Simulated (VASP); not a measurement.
Band structure of Mg$_{3}$ZnO$_{4}$ (space group P4/mmm). All values below come from PBEsol GGA, VASP's PBE PAW potentials (set 64) (plane waves; VASP 6.6.1).

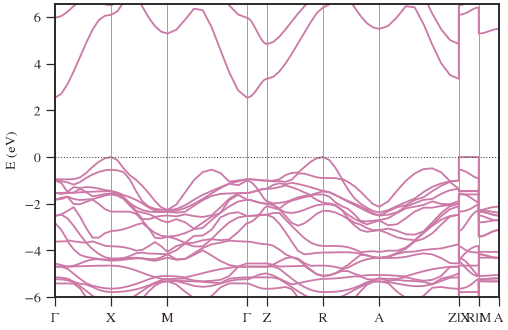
Figure. Bands along high-symmetry lines, zero at the valence-band maximum or, without a gap, the Fermi level

Task: Read the plot: is there a gap, and where are the band edges?

Result: The gap is indirect, 2.54 eV, from the valence maximum at X to the conduction minimum at Γ. (Edges off the drawn lines would not show.)

The structure comes from a computed database's Mg3ZnO4 entry (P4/mmm); how it stands against other phases isn't given here. It was relaxed first.
